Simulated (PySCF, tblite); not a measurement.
# C5H16N2Si: geometry, infrared bands and NMR shifts

Wanted: the infrared bands and NMR shifts of C5H16N2Si (`CCCN(C)N(C)[SiH3]`), by calculation.

The runs use tblite 0.8.0 and PySCF 2.14.0, with density-fitted response routines of our own; the level of theory stands in each step. All values are computed, except where a source is named. Atoms are numbered from 0 throughout.

### 1 The molecule as given

24 atoms, charge 0, multiplicity 1; geometry from: force field or distance geometry start.

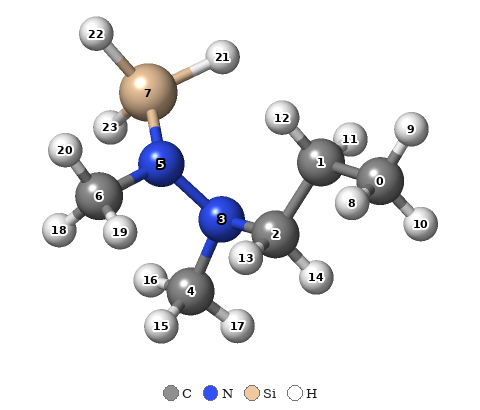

As it starts; carbon grey, nitrogen blue, silicon light orange, hydrogen white, atoms numbered.

### 2 Optimising the geometry with GFN2-xTB

Job settings and geometry (Å):

```
{"job": {"kind": "relax", "xc": "GFN2-xTB", "basis": "xTB"}, "charge": 0, "multiplicity": 1}
C      3.268800     0.113100     0.244500
C      1.832700     0.537200    -0.108200
C      0.931300    -0.692300    -0.250500
N     -0.442400    -0.318100    -0.690600
C     -1.207800    -1.506900    -1.095300
N     -1.139600     0.499900     0.325600
C     -1.685800    -0.261100     1.444900
Si    -1.897400     1.897600    -0.329300
H      3.293400    -0.444700     1.188300
H      3.893600     0.997800     0.358100
H      3.682700    -0.517100    -0.543000
H      1.846900     1.108500    -1.028000
H      1.464200     1.195600     0.703800
H      0.915000    -1.272300     0.672400
H      1.363300    -1.327500    -1.019400
H     -1.278000    -2.265100    -0.305200
H     -2.220000    -1.229300    -1.411000
H     -0.730800    -1.972600    -1.974600
H     -2.603700    -0.794900     1.177100
H     -0.966300    -0.989000     1.855100
H     -1.936600     0.409700     2.287900
H     -0.948100     2.656800    -1.175200
H     -2.359800     2.748200     0.806500
H     -3.087400     1.446300    -1.126300
```

Run with:

```sh
$ OMP_NUM_THREADS=1 python probes_run.py task.json out
```

The driver reads the jobs from task.json and runs them one after another.

**Question.** This job is followed by: GFN2-xTB harmonic vibrations, gas phase; GIAO PBE0/pcSseg-1 NMR shielding, non-relativistic, gas phase. Predict these results of the whole session: strongest single infrared mode (GFN2-xTB); zero-point energy (GFN2-xTB); 13C shifts against TMS (PBE0/pcSseg-1); 1H shifts against TMS (PBE0/pcSseg-1, means over atoms taken as alike); 15N shifts against NH3 (PBE0/pcSseg-1); 29Si shifts against TMS (PBE0/pcSseg-1).

**Answer**, as computed:

| quantity | value |
| --- | --- |
| strongest single infrared mode (GFN2-xTB) | 2142 cm⁻¹, 397 km/mol |
| zero-point energy (GFN2-xTB) | 127.7 kcal/mol |
| 13C shifts against TMS (PBE0/pcSseg-1) | 57.6, 43.5, 25.2, 23.4, 13.8 ppm |
| 1H shifts against TMS (PBE0/pcSseg-1, means over atoms taken as alike) | 4.67, 2.60, 2.40, 2.37, 1.63, 0.98 ppm |
| 15N shifts against NH3 (PBE0/pcSseg-1) | 89.6, 65.4 ppm |
| 29Si shifts against TMS (PBE0/pcSseg-1) | -48.3 ppm |

What this shows: Relaxing lowered the energy by 0.254 eV in 117 steps; the close pair that moved most is N3–N5, from 1.479 to 1.408 Å. All 66 modes are real, so the xTB geometry is a minimum. The strongest single mode, at 2142 cm⁻¹, moves mainly H23. GFN2-xTB is a fitted tight-binding method: band positions and strengths are rough. Its intensities can rank the bands wrongly. The most deshielded carbon is C2 (sp3 CH2 bonded to N), at 57.6 ppm: deshielded by the electronegative neighbour. At PBE0/pcSseg-1: The widest tensor belongs to Si7: span 144 ppm, with a paramagnetic part of -485 ppm.
